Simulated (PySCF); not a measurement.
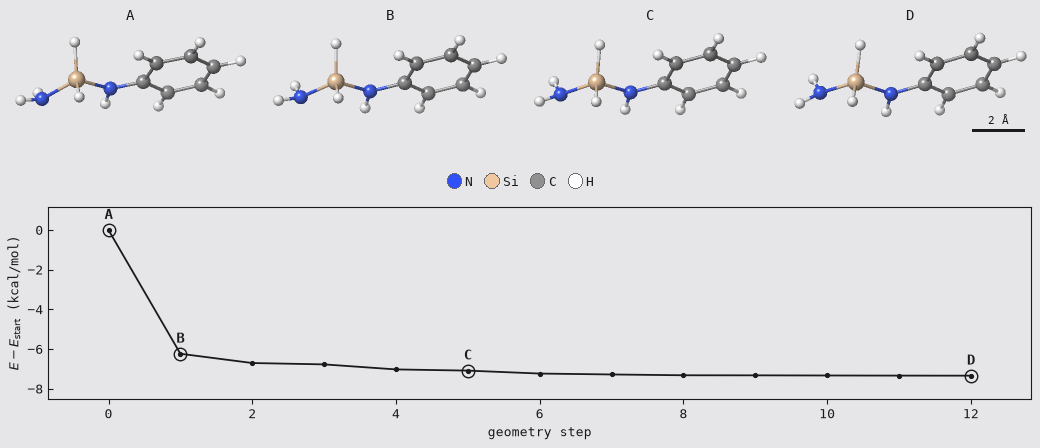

Frames of a relaxation of C6H10N2Si, marked on the history of the run. A ball-and-stick model, seen from a free direction.

The start comes from GFN2-xTB. Its atoms were then displaced at random by about 0.01 Å.

Level of theory: PBE0-D3(BJ)/def2-SVP geometry optimisation, gas phase in PySCF. 

Question: What happens along the run?

Answer: The largest move after the best rigid fit is that of an H atom, 0.57 Å. By element the largest moves are H 0.57 Å, N 0.29 Å, C 0.13 Å, Si 0.10 Å. Among the contacts that change: C–N 1.322 → 1.385 Å, H–N 0.970 → 1.012 Å, C–C 1.361 → 1.390 Å, H–Si 1.470 → 1.496 Å. Bond angles that change, for instance: Si–N–H 116.8° → 121.5°, H–Si–H 112.3° → 108.2°, N–Si–N 103.0° → 105.9°. Groups turn about N–Si by about 25°. The energy falls by 7.34 kcal/mol in 12 geometry steps. Cost: 3.5 min on 1 thread of Arm Neoverse V1, with other jobs on the host. From step 0 to 1: an H atom moves most (0.29 Å), energy −6.23 kcal/mol. From step 1 to 5: H atoms move most (0.18 Å), energy −0.85 kcal/mol. From step 5 to 12: H atoms move most (0.15 Å), energy −0.26 kcal/mol.

```
step  E − E(0), kcal/mol
   0                0.00
   1               -6.23
   2               -6.70
   3               -6.77
   4               -7.02
   5               -7.08
   6               -7.23
   7               -7.28
   8               -7.32
   9               -7.32
  10               -7.33
  11               -7.33
  12               -7.34
```
